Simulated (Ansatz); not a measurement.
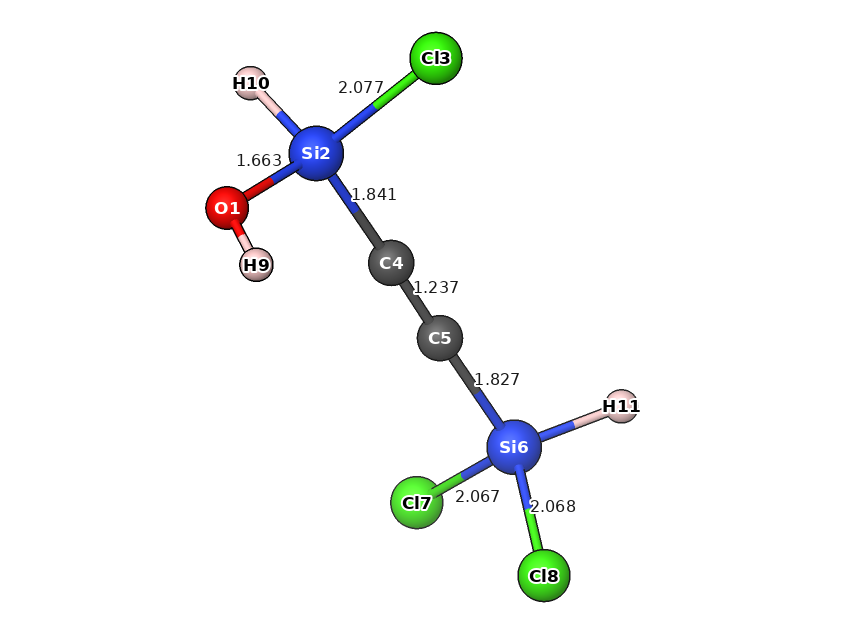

Bond lengths are marked in Å; every bond is drawn as one stick. The geometry was computed by an optimisation with PBE-D4/def2-SVP. No frequency run is at hand to confirm it as a minimum.

Which of the marked bonds are single, double, triple or aromatic?

Answer. O1–Si2 single; Si2–Cl3 single; Si2–C4 single; C4–C5 triple; C5–Si6 single; Si6–Cl7 single; Si6–Cl8 single.

Give the structure as SMILES.

Answer. O[Si@@H](Cl)C#C[SiH](Cl)Cl
